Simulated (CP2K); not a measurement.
Band structure of PtAl₂ (Fm-3m, 3 atoms in the cell).

```
CELL_PARAMETERS angstrom
      4.20909     0.00000     0.00000
      2.10454     3.64518     0.00000
      2.10454     1.21506     3.43671
ATOMIC_POSITIONS crystal
  Al 0.25000 0.25000 0.25000
  Al 0.75000 0.75000 0.75000
  Pt 0.00000 0.00000 0.00000
```

Method: PBE, GPW, DZVP-MOLOPT-SR-GTH basis, GTH-PBE potentials (GTH_POTENTIALS) (CP2K).

Settings: CUTOFF = 500 Ry; REL_CUTOFF = 50 Ry; SMEAR/METHOD = FERMI_DIRAC; ELECTRONIC_TEMPERATURE = 1160.45 K; KPOINTS/SCHEME = MONKHORST-PACK 7 7 7; XC_FUNCTIONAL = PBE; Al/BASIS_SET = DZVP-MOLOPT-SR-GTH; Al/POTENTIAL = GTH-PBE-q3; Pt/BASIS_SET = DZVP-MOLOPT-SR-GTH; Pt/POTENTIAL = GTH-PBE-q18; METHOD = GPW; EPS_DEFAULT = 1e-10; EXTRAPOLATION = USE_GUESS; NGRIDS = 5.

The starting cell has typed, rounded lattice constants, without a prior relaxation at this level. Its lattice was rescaled by a random factor within 2.5 % of one. Spin-orbit coupling is off. Spin polarisation is off. Values carry the incompleteness of an atom-centred basis.

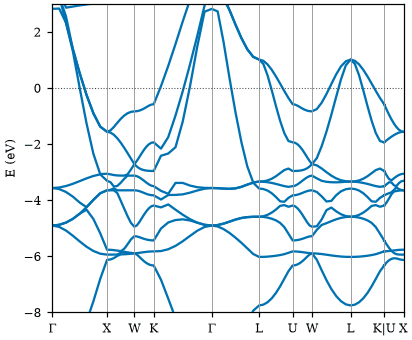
Figure: Bands along the path, energies from the Fermi level.

Levels in eV from the Fermi level, bands 10 to 15:
| point | 10 | 11 | 12 | 13 | 14 | 15 |
|---|---|---|---|---|---|---|
| Γ | -3.56 | 2.82 | 3.88 | 3.88 | 3.88 | 5.41 |
| X | -3.31 | -3.06 | -1.56 | -1.56 | 3.04 | 3.51 |
| W | -3.12 | -2.71 | -2.71 | -0.83 | 5.18 | 5.18 |
| K | -3.50 | -2.96 | -1.93 | -0.58 | 3.29 | 5.59 |
| L | -3.33 | -3.33 | 1.02 | 1.02 | 3.85 | 5.13 |
| U | -3.50 | -2.96 | -1.93 | -0.58 | 3.29 | 5.59 |

Bands cross the Fermi level along this path, so the cell is metallic at this level.

Higher empty bands are left out: an atom-centred basis made for the valence describes them poorly.
